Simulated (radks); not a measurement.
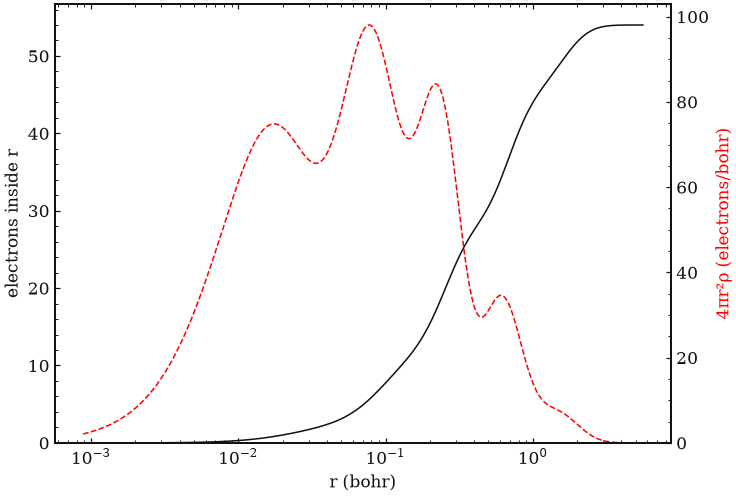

The La³⁺ ion in the configuration [Xe]. Level of theory: scalar-relativistic Kohn-Sham, PBEsol, spin-polarised, spherical densities, point nucleus. Computed with the in-house radial solver radks.

```
Z 57
configuration [Xe] 6s0 4f0
relativity scalar-relativistic
functional pbe_sol,pbe_sol
spin polarised
nucleus point
c 137.035999084
```

Launched within a batch that task.json describes:
```bash
python run_ks.py task.json out
```

The plot shows the number of electrons inside radius r (solid) and the radial density 4πr²ρ (dashed).

> Describe it and give its main numbers.

The count levels off at 54 electrons. Half of them lie within 0.384 bohr, 90 % within 1.48 bohr and 99 % within 2.63 bohr. The radial density has minima at 0.0337, 0.144 and 0.446 bohr, where the count stands at 2.0, 11.2 and 28.9; these part the shells that the density resolves.
